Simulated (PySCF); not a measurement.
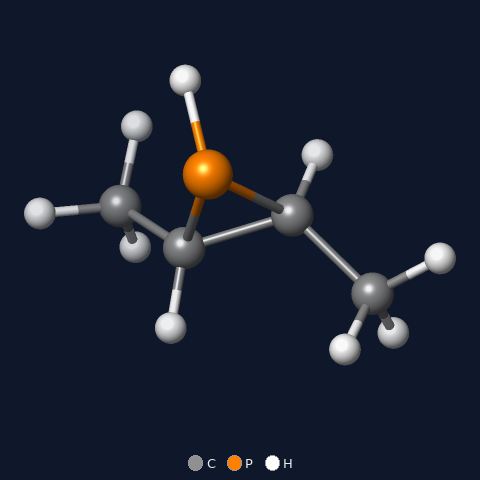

The molecule: C₄H₉P, SMILES C[C@@H]1P[C@H]1C.

Vertical TDDFT excitations, PBE0/def2-SVPD with PySCF, at a GFN2-xTB geometry (no frequency check), gas phase.

**Predict the low-lying singlet excitations and the spectrum.**

The lowest singlet lies at 6.36 eV (195 nm, f = 0.042); the brightest of the first 6 is S4 at 6.99 eV (177 nm), f = 0.075, mixed, the largest part being HOMO−1 → LUMO (47 %). No singlet lies below 3.1 eV (beyond 400 nm), so at this level no vertical transition falls in the visible.


| state | E (eV) | λ (nm) | f | main character |
| --- | --- | --- | --- | --- |
| S1 | 6.36 | 195 | 0.042 | HOMO → LUMO (85 %) |
| S2 | 6.58 | 188 | 0.028 | HOMO → LUMO+1 (59 %) |
| S3 | 6.61 | 188 | 0.007 | HOMO−1 → LUMO+1 (84 %) |
| S4 | 6.99 | 177 | 0.075 | HOMO−1 → LUMO (47 %) |
| S5 | 7.42 | 167 | 0.030 | HOMO → LUMO+3 (50 %) |
| S6 | 7.48 | 166 | 0.021 | HOMO−1 → LUMO+2 (63 %) |

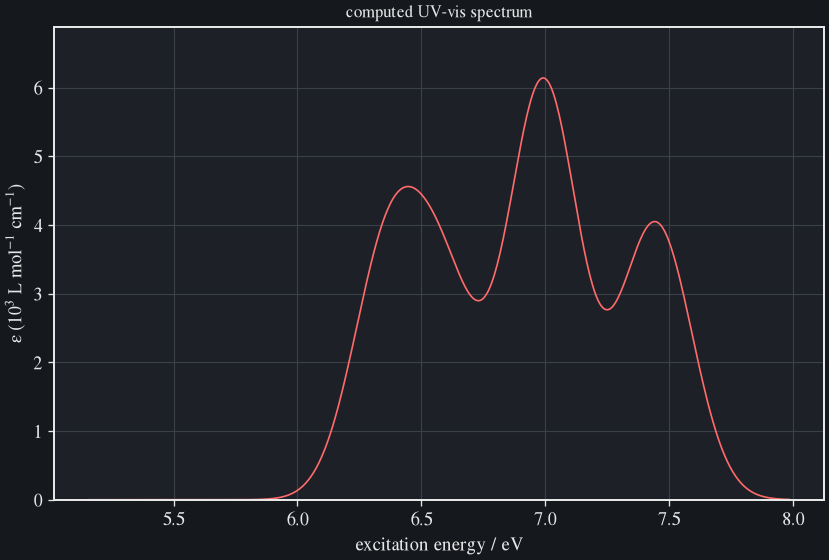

Only the first 6 singlet excitations are included; each is broadened by a Gaussian of 1/e half-width 0.20 eV.

Caveats: states above the negative HOMO energy depend on the basis; the tight-binding geometry is rougher than a DFT one and adds to the error; core orbitals are frozen in the response.
